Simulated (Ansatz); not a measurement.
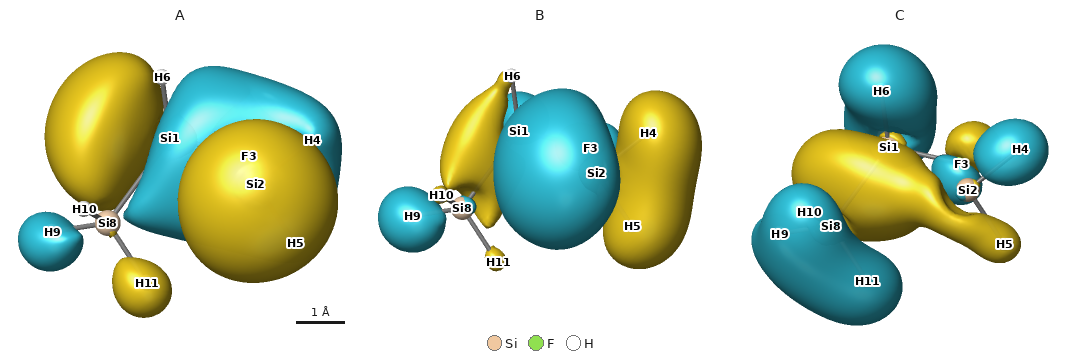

The picture shows: FH5Si2···H2Si. Three frontier orbitals at ±0.06 Å⁻³ᐟ² (yellow and cyan are the two phases), in no order.

The product side of a reaction path; geometry: PBE0-D4/def2-TZVP.

Computed with RKS PBE0-D4/def2-TZVPP in Ansatz.

Input file:

```
crystal:
  periodic: [false, false, false]
  atoms:
    - {symbol: Si, position_ang: [-1.174186, -0.052893, -0.449517]}
    - {symbol: Si, position_ang: [1.136890, 1.625390, -0.021977]}
    - {symbol: F, position_ang: [-0.136957, 0.853244, -1.426243]}
    - {symbol: H, position_ang: [0.946504, 3.021704, -0.569183]}
    - {symbol: H, position_ang: [2.339916, 1.273672, -0.866571]}
    - {symbol: H, position_ang: [-2.025664, 0.926518, 0.263032]}
    - {symbol: H, position_ang: [-1.972580, -0.727554, -1.507354]}
    - {symbol: Si, position_ang: [0.037426, -1.486933, 0.935101]}
    - {symbol: H, position_ang: [-0.637662, -2.819756, 0.963737]}
    - {symbol: H, position_ang: [0.089038, -0.941638, 2.311178]}
    - {symbol: H, position_ang: [1.397277, -1.671653, 0.367698]}
basis:
  gaussian: {orbitals: def2-TZVPP}
hamiltonian: {xc: pbe0, dispersion: d4}
output: {orbitals: {seedname: orbitals}}
```

Launched as:

```sh
ansatz run in.yaml --threads 4 --pin off --events-out ev --progress --plain --max-ram 9574MiB
```

**Order the three orbitals by energy and name them.**

C is the HOMO−1 (−8.88 eV). By Hirshfeld shares it lies mainly on Si1 (about 30 %), Si8 (about 30 %) and H6 (about 5 %). B is the HOMO (−6.24 eV). Its weight (Hirshfeld) is mainly on Si2 (about 65 %), H4 (about 10 %), H5 (about 10 %) and Si1 (about 5 %). A is the LUMO (−1.94 eV). It lies mainly on Si2 (about 45 %), Si1 (about 25 %), Si8 (about 10 %) and F3 (about 10 %).

**What is the HOMO–LUMO gap?**

4.30 eV between the orbital energies.
